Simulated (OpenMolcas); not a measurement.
## Run report: GeHSF, excited-state calculation (part 4 of 4)

Continued. System: GeHSF. Method: CASSCF/ANO-R2, sfX2C (OpenMolcas 26.06). The geometry comes from this level: GFN2-xTB.

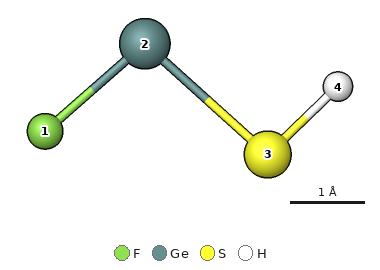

The structure as given in the input (ball-and-stick view, seen on its broad side; atoms are numbered from 1 in the order of the input). Sticks mark near contacts.

What the program printed, continued
```
++    Natural Bond Order analysis
      ---------------------------
      Based on LoProp computed density
      -------------------------------------------------------------------------------------
      Atom A       Atom B       Bond Order
      -------------------------------------------------------------------------------------
      NBO located      1.000 non-bonded electrons on atom F1
      NBO located      0.988 non-bonded electrons on atom GE2
      NBO located      0.999 non-bonded electrons on atom GE2
      NBO located      0.999 non-bonded electrons on atom GE2
      NBO located      0.999 non-bonded electrons on atom GE2
      NBO located      0.999 non-bonded electrons on atom GE2
      NBO located      1.000 non-bonded electrons on atom GE2
      NBO located      1.000 non-bonded electrons on atom GE2
      NBO located      1.000 non-bonded electrons on atom GE2
      NBO located      1.000 non-bonded electrons on atom GE2
      NBO located      1.000 non-bonded electrons on atom GE2
      NBO located      1.000 non-bonded electrons on atom GE2
      NBO located      1.000 non-bonded electrons on atom GE2
      NBO located      1.000 non-bonded electrons on atom GE2
      NBO located      1.000 non-bonded electrons on atom GE2
      NBO located      0.999 non-bonded electrons on atom S3
      NBO located      1.000 non-bonded electrons on atom S3
      NBO located      1.000 non-bonded electrons on atom S3
      NBO located      1.000 non-bonded electrons on atom S3
      NBO located      1.000 non-bonded electrons on atom S3
      The remaining    9.780 electrons are to be considered as diffuse
--

--

      Von Neumann Entropy (Root   3) =  1.35608

      Mulliken population analysis for root number:  3
      -----------------------------------------------

++    Molecular charges:
      ------------------

      Mulliken charges per centre
      ---------------------------

                F1      GE2     S3      H4
      Total    9.4890 31.7602 15.9149  0.8359

      N-E     -0.4890  0.2398  0.0851  0.1641

      Total electronic charge=   58.000000

      Total            charge=   -0.000000
--

      Expectation values of various properties for root number:  3
      -----------------------------------------------------------

++    Molecular properties:
      ---------------------

      Charge (e):
                      =   -0.0000
      Dipole Moment (debye):
      Origin of the operator (angstrom)=   -0.3309    0.0370    0.4434
                   X=  4.0801E+00               Y= -8.9396E-01               Z= -2.2188E+00           Total=  4.7296E+00
      Quadrupole Moment (debye*angstrom):
      Origin of the operator (angstrom)=   -0.3309    0.0370    0.4434
                  XX= -3.5967E+01              XY=  3.5552E-01              XZ= -2.2549E+00              YY= -3.5989E+01
                  YZ=  6.9808E-01              ZZ= -3.6075E+01
      In traceless form (debye*angstrom)
                  XX=  6.4363E-02              XY=  5.3328E-01              XZ= -3.3823E+00              YY=  3.2474E-02
                  YZ=  1.0471E+00              ZZ= -9.6836E-02
--

      LoProp population analysis for root number:  3
      -----------------------------------------------

++    LoProp analysis:
      ----------------

++    Static properties:
      ------------------

      LoProp Charges per center

                   F1       GE2      S3       H4
      Nuclear      9.0000  32.0000  16.0000   1.0000
      Electronic  -9.5214 -31.7572 -15.9237  -0.7977

      Total       -0.5214   0.2428   0.0763   0.2023
--

      Natural Bond Order analysis for root number:  3

++    Natural Bond Order analysis
      ---------------------------
      Based on LoProp computed density
      -------------------------------------------------------------------------------------
      Atom A       Atom B       Bond Order
      -------------------------------------------------------------------------------------
      NBO located      1.000 non-bonded electrons on atom F1
      NBO located      0.998 non-bonded electrons on atom GE2
      NBO located      0.999 non-bonded electrons on atom GE2
      NBO located      0.999 non-bonded electrons on atom GE2
      NBO located      0.999 non-bonded electrons on atom GE2
      NBO located      0.999 non-bonded electrons on atom GE2
      NBO located      0.999 non-bonded electrons on atom GE2
      NBO located      1.000 non-bonded electrons on atom GE2
      NBO located      1.000 non-bonded electrons on atom GE2
      NBO located      1.000 non-bonded electrons on atom GE2
      NBO located      1.000 non-bonded electrons on atom GE2
      NBO located      1.000 non-bonded electrons on atom GE2
      NBO located      1.000 non-bonded electrons on atom GE2
      NBO located      1.000 non-bonded electrons on atom GE2
      NBO located      1.000 non-bonded electrons on atom GE2
      NBO located      1.000 non-bonded electrons on atom S3
      NBO located      1.000 non-bonded electrons on atom S3
      NBO located      1.000 non-bonded electrons on atom S3
      NBO located      1.000 non-bonded electrons on atom S3
      NBO located      1.000 non-bonded electrons on atom S3
      The remaining    9.626 electrons are to be considered as diffuse
--

--

      Average orbitals are written to the RASORB file
      Natural orbitals for root   1 are written to the RASORB.1 file
      Natural orbitals for root   2 are written to the RASORB.2 file
      Natural orbitals for root   3 are written to the RASORB.3 file
      Spin density orbitals for root   1 are written to the SPDORB.1 file
      Spin density orbitals for root   2 are written to the SPDORB.2 file
      Spin density orbitals for root   3 are written to the SPDORB.3 file

--- Stop Module: rasscf /rc=_RC_ALL_IS_WELL_ ---
           step2.RasOrb.3 step2.rasscf.h5 step2.SpdOrb.1 step2.SpdOrb.2 step2.SpdOrb.3 xmldump
--- Module rasscf spent 1 minute 6 seconds ---

.##################.
.# Happy landing! #.
.##################.

    Timing: Wall=85.30 User=82.24 System=3.01
```

The run was set up as follows.

Input
```
&GATEWAY
 COORD
 4
 bohr
 F     -3.73245476     0.94131038     1.11380458
 Ge    -0.59543380    -0.09475087     1.99347209
 S      1.02793542    -0.03938189    -1.93438035
 H      3.29995314    -0.80717762    -1.17289631
 BASIS=ANO-R0
 GROUP=NoSym

&SEWARD

&RASSCF
 FILEORB=$CurrDir/step1.ScfOrb
 SPIN=1
 NACTEL=10 0 0
 INACTIVE=24
 RAS2=9
 CIROOT=3 3 1
 ORBLISTING=Nothing
>>> COPY $Project.RunFile RUNFIL1
>>> COPY $Project.RasOrb INPORB

&GATEWAY
 COORD
 4
 bohr
 F     -3.73245476     0.94131038     1.11380458
 Ge    -0.59543380    -0.09475087     1.99347209
 S      1.02793542    -0.03938189    -1.93438035
 H      3.29995314    -0.80717762    -1.17289631
 BASIS=ANO-R2
 GROUP=NoSym
 RICD

&SEWARD
>>> COPY $Project.RunFile RUNFIL2

&EXPBAS

&RASSCF
 FILEORB=$Project.ExpOrb
 SPIN=1
 NACTEL=10 0 0
 INACTIVE=24
 RAS2=9
 CIROOT=3 3 1
 ORBLISTING=Nothing
```

Launch command:
```bash
export MOLCAS_MEM=1860
pymolcas step2.inp > step2.log
```

Results in brief

| quantity | value |
| --- | --- |
| outcome | converged |
| total energy | −2596.070492 hartree |
| CASSCF energy | −2596.070492 hartree |
| basis functions | 157 |
| hardware | 1 thread of Intel Xeon (Granite Rapids), 16 GiB of memory available, shared host |
| wall time | 86 s |
| peak memory | 0.41 GiB |

The record of the run, not the program, notes: an active orbital turned away from the chosen space.
